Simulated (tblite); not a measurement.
## Si₂₂H₃₄: geometry relaxation (part 4 of 4)

Si₂₂H₃₄; GFN2-xTB geometry optimisation, gas phase (tblite 0.8.0). 

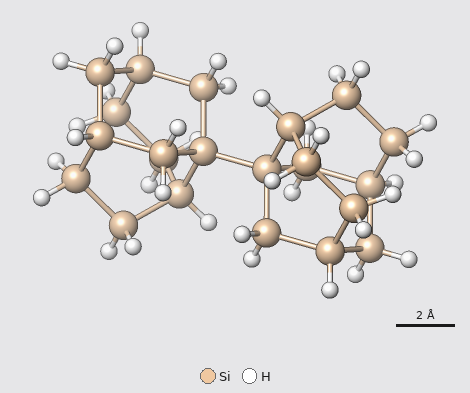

Fig. 1: The starting structure (ball-and-stick view, seen at a tilt).

### Results in brief

| quantity | value |
| --- | --- |
| outcome | converged |
| total energy | −1498.1201 eV |
| HOMO | −8.94 eV |
| LUMO | −6.30 eV |
| point group | C2h |
| dipole moment | 0.01 D |
| hardware | 4 CPU threads, shared host |
| wall time | 15 s (CPU time 23 s) |
| peak memory | 0.17 GiB |
